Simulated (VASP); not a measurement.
Band structure of Ag2S (space group Cm). Calculation: PBEsol GGA, VASP's PBE PAW potentials (set 64) (plane waves; VASP 6.6.1).

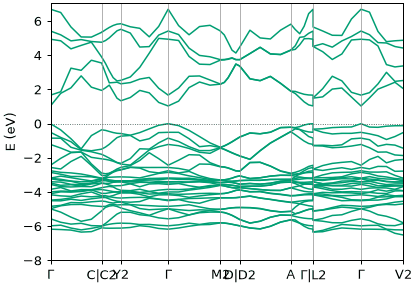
Figure: Bands along high-symmetry lines, zero at the valence-band maximum or, without a gap, the Fermi level

Problem. Read the plot: is there a gap, and where are the band edges?

Solution. The gap is direct, 1.04 eV, from the valence maximum at Γ to the conduction minimum at Γ.

The structure comes from a computed database's Ag2S entry; how it stands against other phases isn't given here. The cell was not relaxed at this level.
